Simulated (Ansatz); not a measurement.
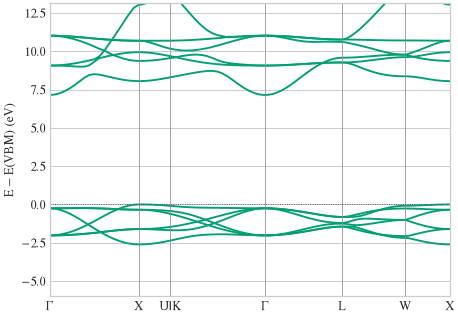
*Band structure from plane-wave PAW PBE (Ansatz code)*

**Question.** Read off the gap and where the band edges lie.

**Answer.** About 7.1 eV (7.14 eV by a search for the band edges); maximum at X, minimum at Γ.

The material is CaF₂ (fluorite, Fm-3m).

Symmetry was held in the PBE relaxation.

Potentials: the later of the program's two PAW sets.
